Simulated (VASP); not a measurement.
Band structure of Cu₂O (cuprite). Method: PW91 GGA, VASP's PBE PAW potentials (set 64) (plane waves; VASP).

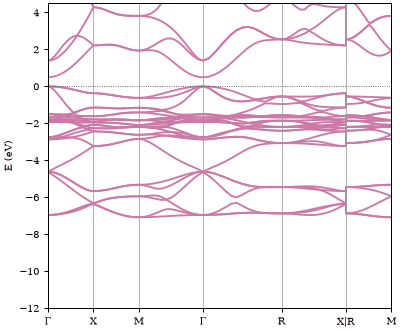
Fig. 1. Bands along high-symmetry lines, zero at the valence-band maximum or, without a gap, the Fermi level

Read the plot: is there a gap, and where are the band edges?

The gap is direct, 0.49 eV, from the valence maximum at Γ to the conduction minimum at Γ. (Edges off the drawn lines would not show.)

Measured: gap 2.20 eV (computed value off by -1.71 eV), as given by Wei Chen et al., Physical Review Materials (2018), doi:10.1103/physrevmaterials.2.073803 [zero-point renormalisation of 0.03 eV added back (the table's ZPR column)].

The compound is Cu2O in the cuprite structure. It was relaxed first.
